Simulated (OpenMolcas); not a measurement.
# triplet CH6GeSi at 6 levels

Aim: a comparison of 6 runs (UHF/3-21G, UHF/cc-pVDZ, UB3LYP/6-31G*, USVWN5/cc-pVDZ, ROMP2/cc-pVDZ, ROCCSD(T)/cc-pVDZ) of triplet CH6GeSi. 

Program for the calculation: OpenMolcas 26.06.

## (1) The system as given

CH6GeSi has 9 atoms, charge 0, and is taken as a triplet. SMILES of the parent species: `[CH2]1[SiH2][GeH2]1`. The coordinates come from a PBE0-D4/def2-TZVP relaxation. That shape belongs to the parent species and isn't relaxed for this state.

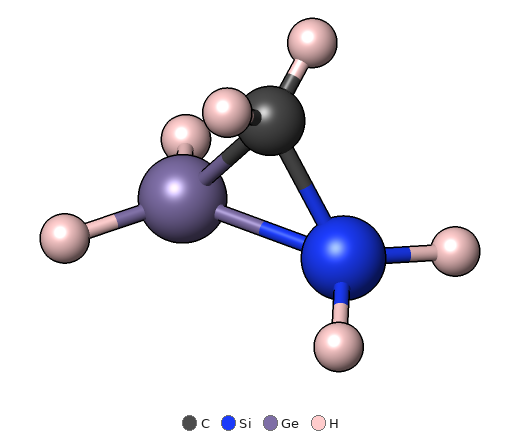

Viewed from a chosen angle; carbon dark grey, silicon blue, germanium purple, hydrogen pink.

## (2) A single-point energy at UHF/3-21G (run 1)

test.input reads:

```
&GATEWAY
  BasLib = $CurrDir
  Coord
  9
  angstrom
  C       -0.726700       0.082100      -0.693700
  Si       0.887500       0.879500      -0.151400
  Ge      -0.040700      -0.948100       0.885700
  H       -1.647500       0.636600      -0.532900
  H       -0.737600      -0.453300      -1.639500
  H        0.802100       2.227300       0.458900
  H        2.050400       0.731400      -1.058000
  H        0.399400      -2.377500       0.568600
  H       -0.898400      -0.824300       2.145300
  Basis = 3-21G
  Group = NoSym

&SEWARD

&SCF
  UHF
  Spin = 3
  Thresholds = 1e-10 1e-07 1e-07 1e-05
  PrOrbitals = 1 1
```

The basis set 3-21G is read from a file made from the Basis Set Exchange's data (not shown).

Launch:

```console
$ export MOLCAS_MEM=1860
$ pymolcas test.input > test.log
```

The log of the run:

```text
--- Start Module: gateway ---
[...]
--- Stop Module: gateway /rc=_RC_ALL_IS_WELL_ ---
--- Start Module: seward ---
[...]
      Basis functions           56
--- Stop Module: seward /rc=_RC_ALL_IS_WELL_ ---
[...]
--- Start Module: scf ---
[...]
       Convergence after  23 Iterations
[...]
::    Total SCF energy                              -2393.6581209280
[...]
      Total spin, S                                     1.0030327685
[...]
      Total electronic charge=   58.000000
      Total            charge=   -0.000000
[...]
      Dipole Moment (debye):
      Origin of the operator (angstrom)=    0.1090   -0.3715    0.4407
                   X= -4.1064E-01               Y=  4.9346E-02               Z= -3.8656E-01           Total=  5.6612E-01
      Quadrupole Moment (debye*angstrom):
[...]
--- Stop Module: scf /rc=_RC_ALL_IS_WELL_ ---
[...]
```

Run time: 4.5 s. Hardware: 1 thread of Intel Xeon Platinum 8259CL at 2.50GHz (Skylake/Cascade Lake), shared host; peak memory 0.39 GiB.

## (3) A single-point energy at UHF/cc-pVDZ (run 2)

geom.xyz reads:

```xyz
9

C     -0.726700     0.082100    -0.693700
Si     0.887500     0.879500    -0.151400
Ge    -0.040700    -0.948100     0.885700
H     -1.647500     0.636600    -0.532900
H     -0.737600    -0.453300    -1.639500
H      0.802100     2.227300     0.458900
H      2.050400     0.731400    -1.058000
H      0.399400    -2.377500     0.568600
H     -0.898400    -0.824300     2.145300
```

test.inp reads:

```
* CH6GeSi Hartree-Fock
&GATEWAY
BasLib=$CurrDir
Coord=geom.xyz
Basis=cc-pVDZ
Group=NoSym
&SEWARD
&SCF
UHF
Spin=3
Thresholds=1e-10 1e-07 1e-07 1e-05
PrOrbitals=1 1
```

The basis set cc-pVDZ is read from a file made from the Basis Set Exchange's data (not shown).

Launch:

```console
$ export MOLCAS_MEM=1860
$ pymolcas test.inp > test.log
```

The log of the run:

```text
--- Start Module: gateway ---
[...]
--- Stop Module: gateway /rc=_RC_ALL_IS_WELL_ ---
--- Start Module: seward ---
[...]
      Basis functions           89
--- Stop Module: seward /rc=_RC_ALL_IS_WELL_ ---
[...]
--- Start Module: scf ---
[...]
       Convergence after  24 Iterations
[...]
::    Total SCF energy                              -2405.4199422660
[...]
      Total spin, S                                     1.0039529304
[...]
      Total electronic charge=   58.000000
      Total            charge=   -0.000000
[...]
      Dipole Moment (debye):
      Origin of the operator (angstrom)=    0.1090   -0.3715    0.4407
                   X= -6.9767E-01               Y= -1.8030E-02               Z= -5.5620E-01           Total=  8.9242E-01
      Quadrupole Moment (debye*angstrom):
[...]
--- Stop Module: scf /rc=_RC_ALL_IS_WELL_ ---
[...]
```

Run time: 15 s. Hardware: 1 thread of Intel Xeon Platinum 8259CL at 2.50GHz (Skylake/Cascade Lake), shared host; peak memory 0.49 GiB.

Runs 3 to 5 aren't shown in full; the table further down has their settings and results.

## (4) A single-point energy at ROCCSD(T)/cc-pVDZ (run 6)

mol.input reads:

```
* CH6GeSi CCSD(T)

&GATEWAY
 BasLib=$CurrDir
 BasisSet
 C.cc-pVDZ....
 C1 -0.726700 0.082100 -0.693700 angstrom
 End of Basis
 BasisSet
 Si.cc-pVDZ....
 Si2 0.887500 0.879500 -0.151400 angstrom
 End of Basis
 BasisSet
 Ge.cc-pVDZ....
 Ge3 -0.040700 -0.948100 0.885700 angstrom
 End of Basis
 BasisSet
 H.cc-pVDZ....
 H4 -1.647500 0.636600 -0.532900 angstrom
 H5 -0.737600 -0.453300 -1.639500 angstrom
 H6 0.802100 2.227300 0.458900 angstrom
 H7 2.050400 0.731400 -1.058000 angstrom
 H8 0.399400 -2.377500 0.568600 angstrom
 H9 -0.898400 -0.824300 2.145300 angstrom
 End of Basis

&SEWARD

&SCF
 UHF
 Spin=3
 Thresholds=1e-10 1e-07 1e-07 1e-05
 PrOrbitals=1 1

&RASSCF
 FileOrb=$Project.UnaOrb
 Spin=3
 Nactel=2 0 0
 Inactive=28
 Ras2=2
 OutOrbitals=Canonical
 OrbListing=Nothing

&MOTRA
 JobIph
 Frozen=15

&CCSDT
 CCT
 Triples=3
 Iterations=80
 Accuracy=1e-08
 Extrapolation=5 4
```

The basis set cc-pVDZ is read from a file made from the Basis Set Exchange's data (not shown).

Launch:

```console
$ export MOLCAS_MEM=1860
$ pymolcas mol.input > mol.log
```

The log of the run:

```text
--- Start Module: gateway ---
[...]
--- Stop Module: gateway /rc=_RC_ALL_IS_WELL_ ---
[...]
      Basis functions           89
[...]
       Convergence after  24 Iterations
[...]
::    Total SCF energy                              -2405.4199422660
[...]
      Total spin, S                                     1.0039529304
[...]
      Number of active orbitals                  2
[...]
      Spin quantum number                      1.0
[...]
      Active orbitals                            2
[...]
      Number of CSFs                             1
[...]
      Number of root(s) required                 1
[...]
      Convergence after 13 iterations
[...]
      printout of CI-coefficients larger than  0.05 for root  1
      energy=   -2405.416005
      conf/sym  11     Coeff  Weight
             1  uu   1.00000 1.00000
      Natural orbitals and occupation numbers for root  1
      sym 1:   1.000000   1.000000
      ************************************************************************************************************************
      *                                                    Final results                                                     *
[...]
::    RASSCF root number  1 Total energy:  -2405.41600474
[...]
      Total electronic charge=   58.000000
      Total            charge=   -0.000000
[...]
      Dipole Moment (debye):
      Origin of the operator (angstrom)=    0.1090   -0.3715    0.4407
                   X= -7.0948E-01               Y= -1.7011E-02               Z= -5.6695E-01           Total=  9.0834E-01
      Quadrupole Moment (debye*angstrom):
[...]
--- Start Module: motra ---
[...]
      *** WARNING: Default frozen orbitals is overwritten by user input.
      *** Default values:  17
[...]
--- Stop Module: motra /rc=_RC_ALL_IS_WELL_ ---
[...]
--- Start Module: ccsdt ---
[...]
      Convergence after                    23  Iterations
      Total energy (diff) :   -2405.81806898       0.00000001
[...]
 METHOD                       : CCSD+T(CCSD)+<T3(1)WT1>+<T3(1)UT2> = CCSD(T)
[...]
       CCSD     =     -2405.8180689834871
[...]
--- Stop Module: ccsdt /rc=_RC_ALL_IS_WELL_ ---
[...]
```

Run time: 1.9 min. Hardware: 1 thread of Intel Xeon Platinum 8259CL at 2.50GHz (Skylake/Cascade Lake), shared host; peak memory 0.49 GiB.

## (5) Overview of the runs

```csv
run,level,integration grid,frozen core orbitals,energy (Eh),dipole moment (D),HOMO energy (eV),⟨S²⟩,wall time
1,UHF/3-21G,–,–,-2393.658121,0.57,-4.42,2.009,4.5 s
2,UHF/cc-pVDZ,–,–,-2405.419942,0.89,-4.35,2.012,15 s
3,UB3LYP/6-31G* (spherical functions),UltraFine,–,-2407.763939,0.92,-2.27,2.003,56 s
4,USVWN5/cc-pVDZ,UltraFine,–,-2403.252852,0.97,-1.76,2.002,57 s
5,ROMP2/cc-pVDZ,–,15,-2405.775616,–,–,–,25 s
6,ROCCSD(T)/cc-pVDZ,–,15,-2405.831456,–,–,–,1.9 min
```

## (6) What came out

| quantity | value |
| --- | --- |
| run 6: total energy | -2405.83146 Eh |
| run 6: (T) correction | -13.39 mEh |

**Reading.** Over runs 1, 2, 3, 4 the dipole moment (its size) runs from 0.57 D (UHF/3-21G) to 0.97 D (USVWN5/cc-pVDZ). The two ends differ in method and basis. Totals of different functionals can't be ranked against each other. All runs together took 4.5 min, the longest 1.9 min.
